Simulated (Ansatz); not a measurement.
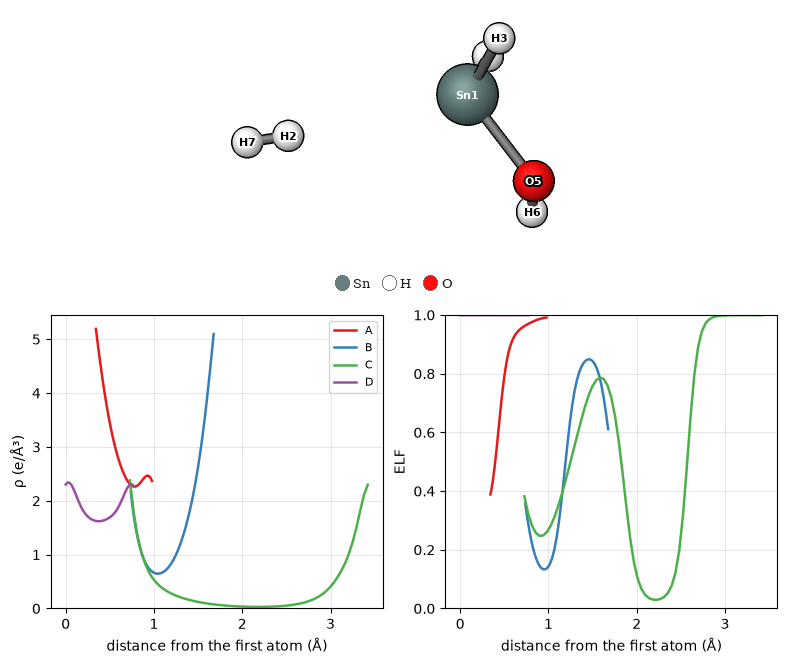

H3OSn···H2 (doublet). Electron density and ELF along straight lines between neighbouring atoms. The curves leave out the atomic cores. The structure is drawn too.

Core potentials replace the inner electrons of Sn.

These are results of Ansatz 0.2.0, UKS PBE/def2-SVP, not measurements.

```json
{"atom": "Sn", "x (Å)": "-0.0086", "y (Å)": "-0.0725", "z (Å)": "-0.2436"}
{"atom": "H", "x (Å)": "0.1966", "y (Å)": "0.1725", "z (Å)": "3.1640"}
{"atom": "H", "x (Å)": "1.5603", "y (Å)": "-0.0772", "z (Å)": "-1.0252"}
{"atom": "H", "x (Å)": "-1.0269", "y (Å)": "1.1916", "z (Å)": "-0.9475"}
{"atom": "O", "x (Å)": "-0.7412", "y (Å)": "-1.8551", "z (Å)": "-0.8860"}
{"atom": "H", "x (Å)": "-1.7066", "y (Å)": "-1.8936", "z (Å)": "-0.7372"}
{"atom": "H", "x (Å)": "0.2467", "y (Å)": "0.2897", "z (Å)": "3.9236"}
```

Question: Which curve belongs to which contact (H–H, O–H, Sn–H and Sn–O)? The first atom named is at distance zero.

Answer: Curve A: O–H (0.98 Å): ρ at the midpoint is about 3.5 e/Å³; the ELF climbs to about 1 towards the hydrogen, as it does in any bond to H (an ordinary covalent bond to hydrogen). Curve B: Sn–O (2.03 Å): the density is about 0.65 e/Å³ at the midpoint; the ELF peaks at about 0.85 in the valence shell of O, 0.6 Å from its nucleus, and drops to about 0.15 between the two atoms. Curve C: Sn1···H2 (3.42 Å): the density falls to about 0.03 e/Å³ on the way; the ELF dips to about 0 between them; a non-bonded, intermolecular contact. Curve D: H–H (0.77 Å): ρ at the midpoint is about 1.6 e/Å³; the ELF peaks at about 1 between the atoms.
